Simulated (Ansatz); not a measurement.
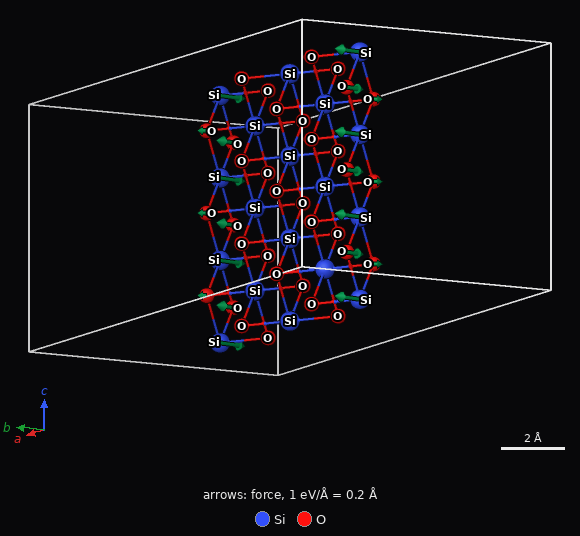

Starting geometry of a wire of composition SiO$_{2}$ with the computed forces as green arrows. The picture is a ball-and-stick view of the 3 repeat of the cell, with the vacuum cut short, seen from a free direction.

Case: zigzag ribbon, 5 formula units a period, edge spins opposed.

Method: DFT PBEsol, scalar-relativistic, plane waves, PAW (Ansatz 0.2.0). Settings: plane-wave cutoff 420 eV; k-point mesh 1 × 1 × 20; occupations gaussian; smearing width 0.05 eV; collinear spin; cell relaxed at fixed a, b, alpha, beta, gamma; force threshold 0.02 eV/Å; at most 45 steps.

Is this structure relaxed? If not, where do the atoms go?

It isn't relaxed: the largest force vector, on Si atoms, is 5.42 eV/Å. The final displacements follow the starting forces only in part (cosine between the two patterns 0.59). The largest moves relative to the layer's centre, 0.27 Å, are those of Si atoms. Largest moves by element: Si 0.27 Å, O 0.14 Å. Along the periodic axis the drawn cell goes c 8.036 → 7.883 Å (−1.9 %). Some distances before and after: O–Si 1.796 → 1.678 Å, O–Si 1.796 → 1.851 Å, O–Si 1.796 → 1.764 Å, O–Si 1.796 → 1.816 Å. Among the angles between lasting bonds that change: O–Si–O 180.0° → 163.7°, O–Si–O 96.5° → 108.9°, Si–O–Si 96.5° → 103.1°. The energy falls by 1.587 eV per cell of the calculation in 7 accepted moves (9 points after the start). Largest force component: 5.3 eV/Å at the start, 0.0028 eV/Å at the end. The SCF was repeated twice at an unchanged geometry on a basis and grid sized afresh for the cell, which shifted the energy by 12.1 meV per cell of the calculation at most. The program noted that the starting moments weren't kept.
